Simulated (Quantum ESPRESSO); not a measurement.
One O site of SiO2 in P3₂21, with the coupling taken from PBE PAW (JTH datasets; density from pw.x of a modified build of Quantum ESPRESSO, gradients reconstructed from it by a script) (|Q| = 0.0256 barn). The cell was made here from a computed Materials Project entry: O4 and its equivalents moved by 0.04 Å along (-0.44, -0.52, 0.73), space group kept. The parent is SiO2 in P3₂21. Stability against distortions was not tested. Cores are frozen. Against all-electron runs on small test molecules, this scheme's |Vzz| missed by −6 % on Si, −2 to +6 % on O.

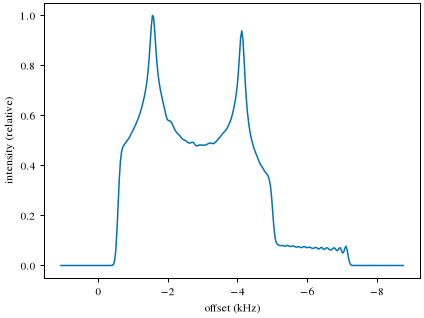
Fig. 1. Simulated fast-MAS powder pattern of the ¹⁷O central transition at 11.7 T (Larmor frequency ν0 = 67.6 MHz, I = 5/2), second-order quadrupolar broadening alone, zero at the isotropic chemical shift

Question: Estimate |C_Q| and η_Q from the pattern.

Answer: 
|C_Q| ≈ 5.7 MHz and η_Q ≈ 0.2. The pattern runs from -7.19 to -0.577 kHz before smoothing, a width that goes as C_Q²/ν0, with its centre of gravity at -2.90 kHz.
